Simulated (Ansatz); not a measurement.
# BH2SCl (SMILES SBCl): wB97X/STO-3G

What is the electronic atomisation energy of BH2SCl at wB97X/STO-3G? 

Program for the calculation: Ansatz 0.2.0.

61 further runs of the same task are left out: 1 that didn't finish, 60 set aside as unsound or not needed.

## 1. The molecule

BH2SCl has 5 atoms, charge 0, and is taken as a singlet. SMILES: `SBCl`. Geometry: relaxed at PBE0-D4/def2-TZVP. This is one conformer, not always the lowest.

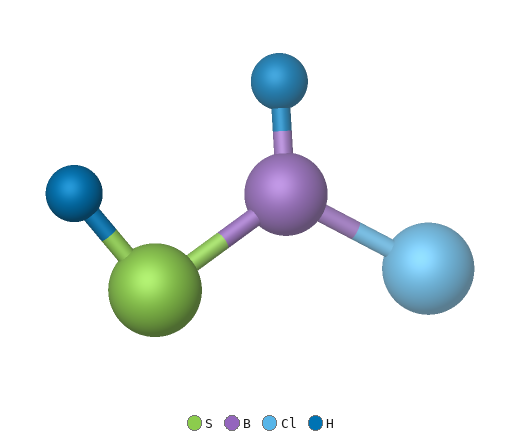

Viewed from a chosen angle; sulfur green, boron purple, chlorine blue, hydrogen blue.

## 2. A single-point energy at wB97X/STO-3G

molecule.yaml reads:

```yaml
crystal:
  periodic: [false, false, false]
  atoms:
    - {symbol: S, position_ang: [-1.294500, -0.008800, -0.323500]}
    - {symbol: B, position_ang: [0.402900, -0.217800, 0.164700]}
    - {symbol: Cl, position_ang: [0.888700, -1.738900, 0.868900]}
    - {symbol: H, position_ang: [-1.157600, 1.248200, -0.777100]}
    - {symbol: H, position_ang: [1.210400, 0.643400, 0.025700]}
basis:
  gaussian: {orbitals: STO-3G}
hamiltonian: {xc: {name: wB97X}}
accuracy: high
```

On the command line:

```console
$ ansatz run molecule.yaml --threads 1 --pin off --max-ram 2610MiB --events-out events.jsonl --progress --plain --runs-dir runs
```

Output:

```text
Warning: RAYON_NUM_THREADS=1 ignored (pool sized by the plan → 1); use --threads N
Functional definition: wB97X
  name "wB97X"
  parameter omega = 0.3/bohr
  parameter cx = 0.157706
  parameter cx1 = 0.726479
  parameter cx2 = 1.04760
  parameter cx3 = -5.70635
  parameter cx4 = 13.2794
  parameter css1 = -4.33879
  parameter css2 = 18.2308
  parameter css3 = -31.7430
  parameter css4 = 17.2901
  parameter cos1 = 2.37031
  parameter cos2 = -11.3995
  parameter cos3 = 6.58405
  parameter cos4 = -3.78132
  exchange = spin_sum(e_x_unif_sr(omega)*poly(b97_u_x, 1 - cx, cx1, cx2, cx3, cx4)) + cx*exact_x_sr(omega)
      + exact_x_lr(omega)
  correlation = spin_sum(e_c_pw_same_spin*poly(b97_u_same, 1, css1, css2, css3, css4))
      + integral(e_c_pw_opposite_spin*poly(b97_u_opposite, 1, cos1, cos2, cos3, cos4))
450 factors; integrals over basis functions are off by at most 2.0e-8 eV
166 factors; integrals over basis functions are off by at most 8.0e-10 eV
mean field evaluation 1: about -23802.3642 eV, gradient 1.9e1 eV
mean field evaluation 2: about -23803.6162 eV, gradient 1.2e1 eV
mean field evaluation 4: about -23804.0842 eV, gradient 2.2e-1 eV
mean field evaluation 8: about -23804.0522 eV, gradient 1.0e-3 eV
mean field evaluation 16: about -23804.0522 eV, gradient 3.7e-8 eV
mean field -23804.05220117 eV, -874.7827834269 hartree, gradient 4.1e-8 eV, S^2 0.000000; 0 other end points of the search recorded, 0 dependent functions left out
reference -23804.05219968 eV, -874.7827833721 hartree; 20, 20 occupied and 5, 5 virtual orbitals, 450 factors
Total energy: -23804.05219968 eV, -874.7827833721 hartree
```

Wall time 6.3 s (1 thread of Arm Neoverse V1, shared host); peak memory 0.26 GiB.

## 3. The B atom at the same level

run.yaml reads:

```yaml
crystal:
  periodic: [false, false, false]
  atoms:
    - symbol: B
      position_ang: [0.000000, 0.000000, 0.000000]
basis:
  gaussian:
    orbitals: STO-3G
magnetization:
  spin_polarized: true
  initial_magnetization: 1
hamiltonian:
  xc: {name: wB97X}
accuracy: high
```

On the command line:

```console
$ ansatz run run.yaml --threads 1 --pin off --max-ram 2610MiB --events-out events.jsonl --progress --plain --runs-dir runs
```

Output (excerpt; [...] marks lines left out):

```text
Warning: RAYON_NUM_THREADS=1 ignored (pool sized by the plan → 1); use --threads N
[... 2 set-up lines as earlier in the session ...]
[...]
      + exact_x_lr(omega)
[...]
      + integral(e_c_pw_opposite_spin*poly(b97_u_opposite, 1, cos1, cos2, cos3, cos4))
15 factors; integrals over basis functions are off by at most 8.9e-10 eV
15 factors; integrals over basis functions are off by at most 3.7e-10 eV
[...]
mean field -660.45154739 eV, -24.2711466966 hartree, gradient 0.0e0 eV, S^2 0.750000; 0 other end points of the search recorded, 0 dependent functions left out
reference -660.45154666 eV, -24.2711466698 hartree; 3, 2 occupied and 2, 3 virtual orbitals, 15 factors
Total energy: -660.45154666 eV, -24.2711466698 hartree
```

Run time: 1 s. Hardware: 1 thread of Arm Neoverse V1, shared host; peak memory 0.13 GiB.

## 4. The Cl atom at the same level

input.yaml reads:

```yaml
crystal:
  periodic: [false, false, false]
  atoms:
    - {symbol: Cl, position_ang: [0.000000, 0.000000, 0.000000]}
basis:
  gaussian:
    orbitals: STO-3G
magnetization:
  spin_polarized: true
  initial_magnetization: 1
hamiltonian:
  xc: {name: wB97X}
accuracy: high
```

On the command line:

```console
$ ansatz run input.yaml --threads 1 --pin off --max-ram 2610MiB --events-out events.jsonl --progress --plain --runs-dir runs
```

Output (excerpt; [...] marks lines left out):

```text
Warning: RAYON_NUM_THREADS=1 ignored (pool sized by the plan → 1); use --threads N
[... 2 set-up lines as earlier in the session ...]
[...]
      + exact_x_lr(omega)
[...]
      + integral(e_c_pw_opposite_spin*poly(b97_u_opposite, 1, cos1, cos2, cos3, cos4))
42 factors; integrals over basis functions are off by at most 4.6e-9 eV
23 factors; integrals over basis functions are off by at most 7.5e-10 eV
[...]
mean field -12384.80599005 eV, -455.1332254112 hartree, gradient 2.0e-9 eV, S^2 0.750000; 0 other end points of the search recorded, 0 dependent functions left out
reference -12384.80598940 eV, -455.1332253874 hartree; 9, 8 occupied and 0, 1 virtual orbitals, 42 factors
Total energy: -12384.80598940 eV, -455.1332253874 hartree
```

Wall time 1.9 s (1 thread of Arm Neoverse V1, shared host); peak memory 0.17 GiB.

## 5. The H atom, same level

molecule.yaml reads:

```yaml
crystal:
  periodic: [false, false, false]
  atoms:
    - symbol: H
      position_ang: [0.000000, 0.000000, 0.000000]
basis:
  gaussian: {orbitals: STO-3G}
magnetization: {spin_polarized: true, initial_magnetization: 1}
hamiltonian: {xc: {name: wB97X}}
accuracy: high
```

Run the same way, it converges to -0.46692 Eh (log not shown).

## 6. The S atom, same level

run.yaml reads:

```yaml
crystal:
  periodic: [false, false, false]
  atoms:
    - {symbol: S, position_ang: [0.000000, 0.000000, 0.000000]}
basis:
  gaussian:
    orbitals: STO-3G
magnetization:
  spin_polarized: true
  initial_magnetization: 2
hamiltonian:
  xc: {name: wB97X}
accuracy: high
```

Run the same way, it converges to -393.67757 Eh (log not shown).

## 7. Summary of results

Level: wB97X/STO-3G.

```
                     quantity          value
       molecule: total energy  -874.78278 Eh
         B atom: total energy   -24.27115 Eh
                 B atom: ⟨S²⟩          0.750
        Cl atom: total energy  -455.13323 Eh
                Cl atom: ⟨S²⟩          0.750
         H atom: total energy    -0.46692 Eh
                 H atom: ⟨S²⟩          0.750
         S atom: total energy  -393.67757 Eh
                 S atom: ⟨S²⟩          2.000
electronic atomisation energy      20.871 eV
```

**Reading.** Taking the molecule apart into free atoms costs 20.87 eV (481 kcal/mol), before zero-point energy and without spin-orbit coupling. In a minimal basis such a difference can be off by several eV, whatever the method.
